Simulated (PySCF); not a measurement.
# C13H13OS+: NMR shifts at several levels of theory

How much do the NMR shifts of C13H13OS+ (`C[S+](=O)(c1ccccc1)c1ccccc1`) depend on the level of theory, and what does each level cost?

Computed with PySCF 2.14.0, with density-fitted response routines of our own, on a single molecule in the gas phase. Atoms are numbered from 0 throughout.

## Step 1: Starting geometry

28 atoms, charge 1, multiplicity 1; geometry from: GFN2-xTB.

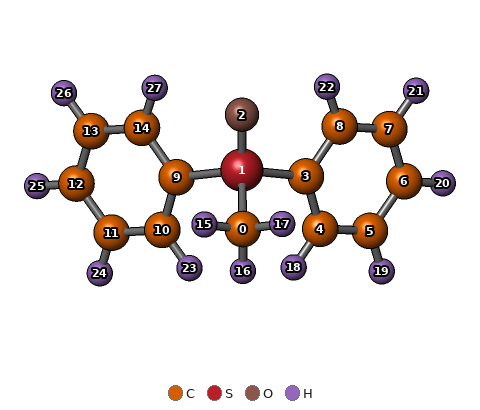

The starting geometry (carbon orange, sulfur red, oxygen brown, hydrogen purple), atoms numbered.

## Step 2: Geometry optimisation at PBE0-D3(BJ)/def2-SVP

The job: settings as JSON, then the geometry in Å.

```
{"job": {"xc": "PBE0", "basis": "def2-SVP", "d3": "d3bj", "grid": 1, "kind": "geom"}, "charge": 1, "multiplicity": 1}
C     -0.600120     2.535040     0.355460
S     -0.186570     1.007410    -0.522260
O     -0.129600     1.247680    -1.929270
C      1.413380     0.442350     0.063870
C      1.675190     0.306650     1.417430
C      2.923900    -0.146760     1.808520
C      3.883180    -0.457840     0.855500
C      3.604520    -0.316200    -0.495180
C      2.359070     0.134530    -0.899580
C     -1.459880    -0.203710    -0.156970
C     -1.832900    -0.482150     1.147790
C     -2.812040    -1.436490     1.367640
C     -3.397680    -2.094940     0.295870
C     -3.012560    -1.804060    -1.003790
C     -2.033260    -0.853090    -1.237190
H     -1.559410     2.877850    -0.013960
H     -0.640290     2.354230     1.422450
H      0.169750     3.266650     0.118950
H      0.932780     0.550710     2.159900
H      3.146320    -0.255310     2.858380
H      4.852640    -0.811730     1.169260
H      4.352040    -0.554900    -1.234850
H      2.112480     0.259090    -1.942010
H     -1.381780     0.030280     1.982000
H     -3.117240    -1.663670     2.376940
H     -4.158520    -2.837900     0.476640
H     -3.470940    -2.313900    -1.836150
H     -1.714370    -0.601370    -2.236150
```

Standard output:

```text
step   0  E = -974.98421484  max force = 0.045375
step   1  E = -974.98997815  max force = 0.018408
step   2  E = -974.98942188  max force = 0.007473
step   3  E = -974.99047670  max force = 0.003301
step   4  E = -974.99060139  max force = 0.000966
step   5  E = -974.99058504  max force = 0.000918
step   6  E = -974.99061245  max force = 0.000159
optimisation converged
```

Wall time 4.3 min (8 threads of Intel Xeon Platinum 8259CL at 2.50GHz (Skylake/Cascade Lake), shared host).

Relaxation path: (the energy doesn't fall at every step)

```tsv
step	energy from step 0 (eV)	largest force component (eV/Å)
0	0.0000	2.3333
1	-0.1568	0.9466
2	-0.1417	0.3843
3	-0.1704	0.1697
4	-0.1738	0.0497
5	-0.1733	0.0472
6	-0.1741	0.0082
```

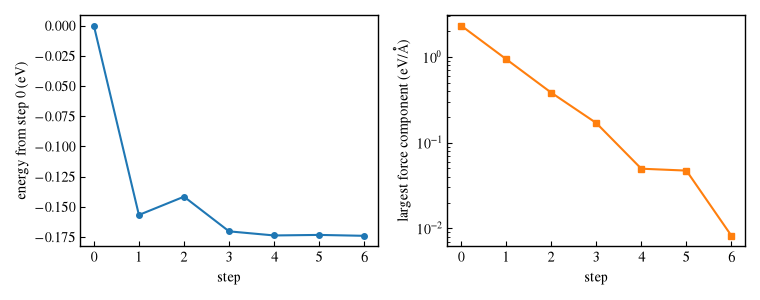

Energy and largest force along the relaxation.

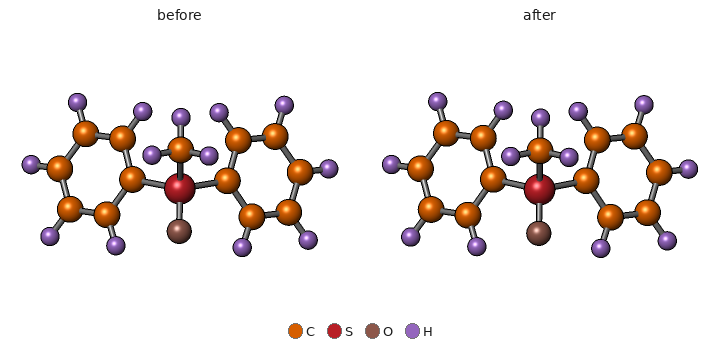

The geometry before (left) and after (right).

Distances of close pairs at the start and the end, largest changes first:

```tsv
bond	before (Å)	after (Å)	change (Å)
C0–S1	1.810	1.774	-0.036
S1–O2	1.429	1.461	+0.032
S1–C3	1.795	1.769	-0.027
S1–C9	1.795	1.769	-0.026
C0–H15	1.084	1.099	+0.015
C0–H16	1.083	1.097	+0.014
C14–H27	1.078	1.092	+0.013
C8–H22	1.078	1.092	+0.013
```

The final coordinates are the input of the step that follows.

```tsv
at the end point	value
point group (found at 0.08 Å tolerance)	Cs
rotational constants (GHz, main isotopes)	0.957, 0.371, 0.339
```

## Step 3: NMR shieldings: PBE0/pcSseg-1

The job: settings as JSON, then the geometry in Å.

```
{"job": {"kind": "nmr", "xc": "PBE0", "basis": "pcSseg-1", "pop": false}, "charge": 1, "multiplicity": 1}
C     -0.575746     2.485670     0.347385
S     -0.179053     1.003882    -0.543647
O     -0.116496     1.241046    -1.983558
C      1.379722     0.439103     0.071988
C      1.641919     0.314797     1.439004
C      2.896676    -0.141428     1.826122
C      3.855503    -0.463504     0.862389
C      3.571445    -0.329624    -0.495382
C      2.321300     0.126178    -0.907808
C     -1.431356    -0.181825    -0.149018
C     -1.813333    -0.454806     1.167333
C     -2.800870    -1.410467     1.378066
C     -3.383974    -2.069741     0.293168
C     -2.988714    -1.778501    -1.011030
C     -2.000930    -0.824755    -1.247537
H     -1.550347     2.817212    -0.037533
H     -0.618961     2.291586     1.426464
H      0.216786     3.206609     0.102574
H      0.901322     0.565924     2.200232
H      3.128741    -0.243772     2.887935
H      4.838479    -0.819692     1.177879
H      4.326658    -0.576895    -1.243978
H      2.077684     0.249253    -1.965042
H     -1.366730     0.055839     2.022197
H     -3.119681    -1.640081     2.396625
H     -4.159524    -2.817953     0.470363
H     -3.451917    -2.292695    -1.855413
H     -1.680513    -0.572911    -2.260536
```

Level: GIAO PBE0/pcSseg-1 NMR shielding, non-relativistic, gas phase.

Standard output:

```text
coarse grid: 24888 points
cycle   1  E = -975.0774131015  dE =  3.366e+00  |g| = 1.013e+00  |ddm| = 5.415e+00
cycle   2  E = -974.0803359521  dE =  9.971e-01  |g| = 2.449e+00  |ddm| = 4.489e+00
cycle   3  E = -975.2844615838  dE = -1.204e+00  |g| = 2.412e-01  |ddm| = 3.532e+00
cycle   4  E = -975.2952213176  dE = -1.076e-02  |g| = 1.294e-01  |ddm| = 4.615e-01
cycle   5  E = -975.2988955377  dE = -3.674e-03  |g| = 3.185e-02  |ddm| = 1.643e-01
cycle   6  E = -975.2991565629  dE = -2.610e-04  |g| = 9.588e-03  |ddm| = 4.219e-02
cycle   7  E = -975.2991816160  dE = -2.505e-05  |g| = 2.662e-03  |ddm| = 1.308e-02
cycle   8  E = -975.2991833570  dE = -1.741e-06  |g| = 6.407e-04  |ddm| = 3.136e-03
final grid: 238496 points
cycle   9  E = -975.4019528044  dE = -5.916e-05  |g| = 1.323e-02  |ddm| = 9.562e-02
cycle  10  E = -975.4019138722  dE =  3.893e-05  |g| = 1.890e-02  |ddm| = 3.682e-02
cycle  11  E = -975.4019924494  dE = -7.858e-05  |g| = 3.801e-03  |ddm| = 2.537e-02
cycle  12  E = -975.4019952110  dE = -2.762e-06  |g| = 5.409e-04  |ddm| = 4.660e-03
cycle  13  E = -975.4019952593  dE = -4.834e-08  |g| = 3.092e-04  |ddm| = 1.027e-03
cycle  14  E = -975.4019952848  dE = -2.541e-08  |g| = 7.570e-05  |ddm| = 4.316e-04
cycle  15  E = -975.4019952861  dE = -1.349e-09  |g| = 2.680e-05  |ddm| = 9.516e-05
cycle  16  E = -975.4019952863  dE = -1.746e-10  |g| = 7.336e-06  |ddm| = 3.342e-05
converged SCF energy = -975.4019952863

GIAO shielding tensors (ppm)
atom      isotropic    diamagn.    paramagn.     s11        s22        s33       span
  0 C      139.861     257.088    -117.226    116.772    122.325    180.487     63.715
  1 S      234.461    1058.789    -824.329    112.649    158.535    432.199    319.550
  2 O      259.559     398.266    -138.707     98.611    324.144    355.923    257.312
  3 C       49.160     274.609    -225.450    -25.065     51.312    121.231    146.296
  4 C       56.562     255.212    -198.650    -42.811     37.217    175.280    218.091
  5 C       45.711     253.963    -208.252    -63.346     22.323    178.157    241.503
  6 C       37.984     254.735    -216.752    -74.612      9.970    178.593    253.205
  7 C       45.195     255.111    -209.916    -62.056     18.768    178.873    240.928
  8 C       52.010     249.141    -197.131    -55.520     22.186    189.363    244.884
  9 C       49.133     274.610    -225.477    -25.085     51.410    121.073    146.158
 10 C       56.561     255.211    -198.650    -42.771     37.129    175.325    218.095
 11 C       45.682     253.961    -208.279    -63.384     22.300    178.131    241.515
 12 C       37.996     254.757    -216.761    -74.628     10.012    178.602    253.230
 13 C       45.176     255.104    -209.928    -62.065     18.747    178.846    240.911
 14 C       52.014     249.148    -197.134    -55.516     22.234    189.324    244.840
 15 H       27.707      28.774      -1.067     24.422     25.303     33.396      8.973
 16 H       27.272      31.948      -4.676     23.289     25.882     32.646      9.357
 17 H       27.712      28.781      -1.069     24.439     25.291     33.406      8.967
 18 H       23.551      34.660     -11.109     18.917     22.576     29.161     10.244
 19 H       23.128      29.019      -5.890     19.130     23.344     26.910      7.780
 20 H       22.890      26.600      -3.710     19.235     23.691     25.744      6.509
 21 H       22.998      28.118      -5.120     18.873     23.665     26.457      7.584
 22 H       22.698      33.065     -10.367     17.249     21.365     29.479     12.230
 23 H       23.552      34.663     -11.111     18.904     22.591     29.160     10.257
 24 H       23.129      29.026      -5.897     19.127     23.345     26.913      7.786
 25 H       22.889      26.607      -3.718     19.236     23.688     25.743      6.508
 26 H       22.998      28.109      -5.111     18.873     23.666     26.454      7.581
 27 H       22.699      33.052     -10.353     17.262     21.369     29.467     12.206
```

Run time: 1.8 min. Hardware: 8 threads of Intel Xeon Platinum 8259CL at 2.50GHz (Skylake/Cascade Lake), shared host.

Shifts follow as δ = σ(reference) − σ, with reference shieldings (ppm) from runs at the same level and on the same kind of geometry: 1H TMS 31.27, 13C TMS 184.4, 17O H2O 334.6, 33S CS2 496. The references are single molecules in the gas phase, so shifts against H2O, NH3, PH3, H3PO4 or CFCl3 are not on the usual liquid scales and can be off by tens of ppm. Atoms listed in one row are averaged.

```tsv
atoms	environment	σ (ppm)	δ (ppm)
C6, C12	aromatic CH	38.0	146.4
C5, C7, C11, C13	aromatic CH	45.4	139.0
C3, C9	aromatic carbon bearing sulfur	49.1	135.3
C4, C8, C10, C14	aromatic CH	54.3	130.1
C0	methyl carbon bonded to S	139.9	44.5
H20, H25	hydrogen on an aromatic CH	22.89	8.38
H19, H21, H24, H26	hydrogen on an aromatic CH	23.06	8.20
H18, H22, H23, H27	hydrogen on an aromatic CH	23.13	8.14
H15, H16, H17	hydrogen on a methyl carbon bonded to S	27.56	3.70
S1	sulfur bonded to 3 C, O	234	261
O2	S=O oxygen	259.6	75.0
```

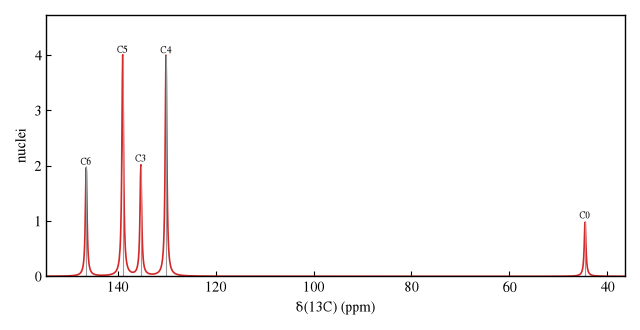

13C lines at the computed shifts, without couplings. Lines are broadened to a width of 0.41 ppm (Lorentzian).

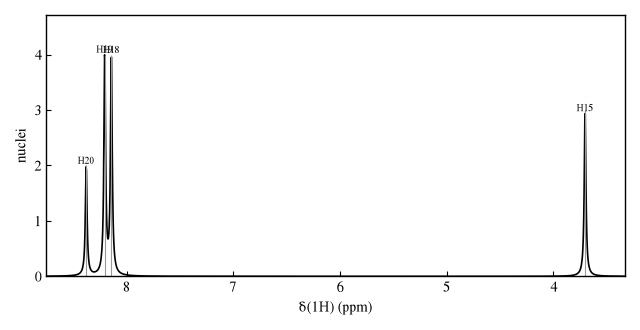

1H lines at the computed shifts, without couplings. Lines are broadened to a width of 0.02 ppm (Lorentzian).

Ring of atoms C3, C4, C5, C6, C7, C8: NICS(0) -9.1, NICS(1) -11.5, NICS(1)zz -27.6 ppm (means of both faces).

Ring of atoms C9, C10, C11, C12, C13, C14: NICS(0) -9.1, NICS(1) -11.5, NICS(1)zz -27.6 ppm (means of both faces).

## Step 4: Nuclear shieldings: PBE/pcSseg-1

Same as in step 3 but for these lines:

```diff
@@ -1,2 +1,2 @@
-{"job": {"kind": "nmr", "xc": "PBE0", "basis": "pcSseg-1", "pop": false}, "charge": 1, "multiplicity": 1}
+{"job": {"kind": "nmr", "xc": "PBE", "basis": "pcSseg-1", "pop": false}, "charge": 1, "multiplicity": 1}
 C     -0.575746     2.485670     0.347385
```

Level: GIAO PBE/pcSseg-1 NMR shielding, non-relativistic, gas phase.

Standard output:

```text
coarse grid: 24888 points
cycle   1  E = -974.8913360524  dE =  2.763e+00  |g| = 1.187e+00  |ddm| = 5.553e+00
cycle   2  E = -972.2286478960  dE =  2.663e+00  |g| = 3.700e+00  |ddm| = 6.838e+00
cycle   3  E = -975.1034462944  dE = -2.875e+00  |g| = 5.965e-01  |ddm| = 6.032e+00
cycle   4  E = -975.1778909381  dE = -7.444e-02  |g| = 2.897e-01  |ddm| = 1.088e+00
cycle   5  E = -975.1935119719  dE = -1.562e-02  |g| = 1.177e-01  |ddm| = 3.747e-01
cycle   6  E = -975.1971096340  dE = -3.598e-03  |g| = 3.698e-02  |ddm| = 1.475e-01
cycle   7  E = -975.1974695063  dE = -3.599e-04  |g| = 1.268e-02  |ddm| = 4.878e-02
cycle   8  E = -975.1975050858  dE = -3.558e-05  |g| = 4.257e-03  |ddm| = 1.470e-02
cycle   9  E = -975.1975080401  dE = -2.954e-06  |g| = 1.890e-03  |ddm| = 5.900e-03
final grid: 238496 points
cycle  10  E = -975.3375354733  dE = -3.558e-05  |g| = 2.325e-02  |ddm| = 1.320e-01
cycle  11  E = -975.3370815437  dE =  4.539e-04  |g| = 5.075e-02  |ddm| = 8.556e-02
cycle  12  E = -975.3376268382  dE = -5.453e-04  |g| = 1.380e-02  |ddm| = 7.173e-02
cycle  13  E = -975.3376670850  dE = -4.025e-05  |g| = 1.590e-03  |ddm| = 1.660e-02
cycle  14  E = -975.3376676070  dE = -5.220e-07  |g| = 8.087e-04  |ddm| = 3.147e-03
cycle  15  E = -975.3376677831  dE = -1.761e-07  |g| = 2.226e-04  |ddm| = 1.082e-03
cycle  16  E = -975.3376677947  dE = -1.163e-08  |g| = 5.721e-05  |ddm| = 2.631e-04
cycle  17  E = -975.3376677954  dE = -6.994e-10  |g| = 2.468e-05  |ddm| = 7.668e-05
converged SCF energy = -975.3376677954

GIAO shielding tensors (ppm)
atom      isotropic    diamagn.    paramagn.     s11        s22        s33       span
  0 C      134.647     257.137    -122.490    109.886    117.517    176.536     66.650
  1 S      216.104    1059.041    -842.937     83.238    135.215    429.859    346.622
  2 O      242.250     398.076    -155.825     75.731    309.978    341.042    265.311
  3 C       44.318     274.190    -229.872    -24.674     45.595    112.034    136.708
  4 C       55.177     254.975    -199.797    -39.226     36.024    168.734    207.960
  5 C       43.187     252.999    -209.812    -62.418     19.959    172.020    234.439
  6 C       36.749     253.598    -216.849    -71.867      9.104    173.011    244.878
  7 C       42.768     254.140    -211.373    -60.812     16.269    172.846    233.658
  8 C       51.579     248.837    -197.257    -51.770     21.730    184.778    236.548
  9 C       44.293     274.192    -229.899    -24.683     45.692    111.869    136.552
 10 C       55.180     254.976    -199.797    -39.187     35.939    168.787    207.974
 11 C       43.160     252.995    -209.836    -62.450     19.937    171.991    234.442
 12 C       36.761     253.621    -216.860    -71.882      9.145    173.020    244.902
 13 C       42.747     254.131    -211.384    -60.823     16.248    172.817    233.640
 14 C       51.583     248.842    -197.259    -51.764     21.775    184.738    236.501
 15 H       27.734      28.846      -1.112     24.743     25.433     33.027      8.284
 16 H       27.100      32.161      -5.061     23.266     25.819     32.216      8.950
 17 H       27.740      28.854      -1.114     24.760     25.420     33.039      8.280
 18 H       23.577      35.051     -11.474     19.162     22.505     29.065      9.903
 19 H       23.182      29.055      -5.873     19.451     23.203     26.891      7.440
 20 H       22.983      26.607      -3.625     19.551     23.563     25.834      6.283
 21 H       23.053      28.129      -5.076     19.176     23.511     26.472      7.296
 22 H       22.854      33.459     -10.604     17.710     21.371     29.482     11.772
 23 H       23.577      35.053     -11.476     19.149     22.519     29.064      9.915
 24 H       23.182      29.062      -5.880     19.448     23.205     26.894      7.446
 25 H       22.982      26.614      -3.633     19.551     23.561     25.834      6.282
 26 H       23.053      28.119      -5.066     19.176     23.513     26.470      7.293
 27 H       22.856      33.445     -10.589     17.722     21.376     29.470     11.748
```

It took 78 s on 8 threads of Intel Xeon Platinum 8259CL at 2.50GHz (Skylake/Cascade Lake), shared host.

Key values: δ C6 143.3, C5 137.1, C3 135.7, C4 126.7, H20 8.21, H19 8.08 ppm (means over like atoms).

## Step 5: Shielding tensors: wB97X-D/pcSseg-1

Same as in step 4 but for these lines:

```diff
@@ -1,2 +1,2 @@
-{"job": {"kind": "nmr", "xc": "PBE", "basis": "pcSseg-1", "pop": false}, "charge": 1, "multiplicity": 1}
+{"job": {"kind": "nmr", "xc": "wB97X-D", "basis": "pcSseg-1", "pop": false}, "charge": 1, "multiplicity": 1}
 C     -0.575746     2.485670     0.347385
```

With the program's defaults for keys left out, this is: GIAO wB97X-D/pcSseg-1 NMR shielding, non-relativistic, gas phase.

Standard output:

```text
coarse grid: 24888 points
cycle   1  E = -975.6447911586  dE =  4.095e+00  |g| = 1.058e+00  |ddm| = 5.342e+00
cycle   2  E = -975.2266891850  dE =  4.181e-01  |g| = 1.871e+00  |ddm| = 3.453e+00
cycle   3  E = -975.8946322848  dE = -6.679e-01  |g| = 1.154e-01  |ddm| = 2.304e+00
cycle   4  E = -975.8968214215  dE = -2.189e-03  |g| = 8.009e-02  |ddm| = 2.589e-01
cycle   5  E = -975.8982374306  dE = -1.416e-03  |g| = 9.920e-03  |ddm| = 1.001e-01
cycle   6  E = -975.8982610500  dE = -2.362e-05  |g| = 6.045e-03  |ddm| = 2.046e-02
cycle   7  E = -975.8982726304  dE = -1.158e-05  |g| = 1.229e-03  |ddm| = 8.218e-03
cycle   8  E = -975.8982733416  dE = -7.113e-07  |g| = 4.624e-04  |ddm| = 2.821e-03
final grid: 238496 points
cycle   9  E = -976.0065701158  dE = -3.242e-04  |g| = 6.158e-03  |ddm| = 7.974e-02
cycle  10  E = -976.0065724890  dE = -2.373e-06  |g| = 5.920e-03  |ddm| = 1.580e-02
cycle  11  E = -976.0065791728  dE = -6.684e-06  |g| = 1.773e-03  |ddm| = 7.392e-03
cycle  12  E = -976.0065796975  dE = -5.247e-07  |g| = 6.024e-04  |ddm| = 2.396e-03
cycle  13  E = -976.0065797755  dE = -7.797e-08  |g| = 8.475e-05  |ddm| = 7.842e-04
cycle  14  E = -976.0065797775  dE = -1.997e-09  |g| = 2.736e-05  |ddm| = 1.570e-04
cycle  15  E = -976.0065797777  dE = -2.701e-10  |g| = 1.002e-05  |ddm| = 5.493e-05
converged SCF energy = -976.0065797777

GIAO shielding tensors (ppm)
atom      isotropic    diamagn.    paramagn.     s11        s22        s33       span
  0 C      138.991     256.969    -117.978    116.153    120.845    179.976     63.822
  1 S      231.200    1059.414    -828.214    110.730    153.092    429.777    319.046
  2 O      263.963     398.842    -134.879    103.059    328.826    360.005    256.946
  3 C       48.180     275.339    -227.159    -27.899     50.899    121.540    149.439
  4 C       55.350     256.323    -200.973    -46.437     36.819    175.669    222.106
  5 C       45.054     254.405    -209.352    -65.759     22.301    178.619    244.378
  6 C       36.607     255.263    -218.656    -78.267      9.305    178.782    257.049
  7 C       44.443     255.574    -211.131    -64.741     18.752    179.318    244.059
  8 C       50.413     250.054    -199.641    -59.266     21.304    189.201    248.467
  9 C       48.159     275.355    -227.196    -27.900     50.972    121.405    149.305
 10 C       55.350     256.315    -200.965    -46.405     36.749    175.707    222.113
 11 C       45.044     254.407    -209.363    -65.760     22.286    178.605    244.364
 12 C       36.624     255.287    -218.664    -78.276      9.357    178.791    257.067
 13 C       44.439     255.566    -211.127    -64.736     18.759    179.293    244.029
 14 C       50.438     250.100    -199.663    -59.226     21.367    189.171    248.397
 15 H       27.798      28.846      -1.048     24.507     25.397     33.490      8.983
 16 H       27.415      32.157      -4.742     23.471     26.034     32.741      9.270
 17 H       27.801      28.847      -1.046     24.522     25.383     33.499      8.976
 18 H       23.647      35.033     -11.386     19.052     22.632     29.257     10.205
 19 H       23.241      29.047      -5.806     19.251     23.450     27.021      7.770
 20 H       22.979      26.459      -3.480     19.365     23.741     25.831      6.466
 21 H       23.113      28.100      -4.987     19.010     23.774     26.555      7.545
 22 H       22.760      33.315     -10.555     17.357     21.380     29.543     12.185
 23 H       23.648      35.037     -11.389     19.038     22.650     29.256     10.218
 24 H       23.242      29.054      -5.812     19.248     23.453     27.024      7.776
 25 H       22.978      26.465      -3.487     19.365     23.739     25.829      6.464
 26 H       23.114      28.093      -4.980     19.010     23.779     26.553      7.543
 27 H       22.763      33.302     -10.539     17.371     21.387     29.531     12.160
```

Wall time 2.3 min (8 threads of Intel Xeon Platinum 8259CL at 2.50GHz (Skylake/Cascade Lake), shared host).

Key values: δ C6 147.9, C5 139.8, C3 136.4, C4 131.7, H20 8.40, H19 8.20 ppm (means over like atoms).

(Part 1 of 2 ends here.)
